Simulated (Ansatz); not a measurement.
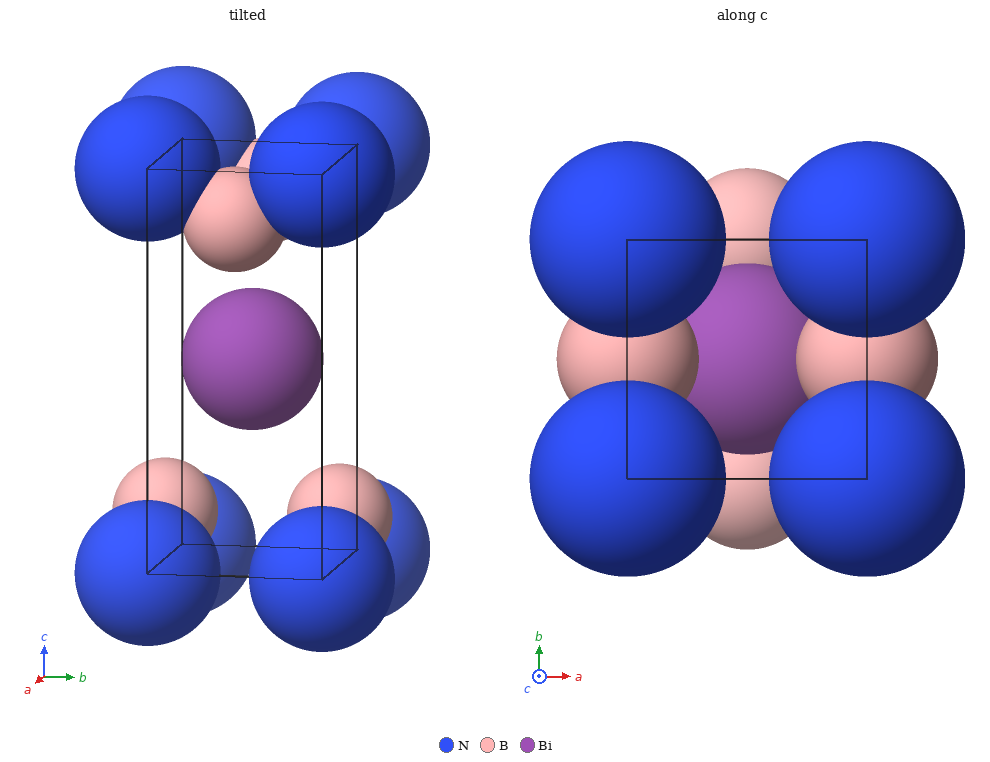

Crystal structure, space-filling style, seen slightly off an axis and along the c axis. The conventional unit cell is drawn as a box.

BiB₂N, space group P-4m2 (No. 115), a = 2.828 Å, b = 2.828 Å, c = 6.526 Å, α = 90.00°, β = 90.00°, γ = 90.00°. The structure was taken from a structure type filled with these elements by a generator (whether the compound takes this form wasn't checked). Earlier steps of the study may have refined or changed the cell and positions. Ansatz was used for an electronic-structure calculation on it.

This one geometry was computed with Ansatz (DFT, plane waves, PAW) at three levels of theory: PBE with spin-orbit coupling, PBE and r2SCAN. It was relaxed beforehand with r2SCAN.

Which level gives the highest pressure at this volume, and what does that say about its equilibrium volume?

Highest: PBE with spin-orbit coupling (2.3 GPa), which points to the largest equilibrium volume. Lowest, with the smallest volume: r2SCAN (0.3 GPa). Levels within 0.5 GPa of each other can't be told apart.

How does the band gap change with the level of theory?

All levels give a metal.

Collect the results in a table.

| level | cutoff (eV) | k-mesh of the run's cell | gap (eV) | pressure (GPa) |
| --- | --- | --- | --- | --- |
| PBE with spin-orbit coupling | 420 | 10×10×4 | metal | 2.3 |
| PBE | 420 | 10×10×4 | metal | 1.7 |
| r2SCAN | 500 | 10×10×4 | metal | 0.3 |

Gaps are taken on the k-mesh or band path of each run.
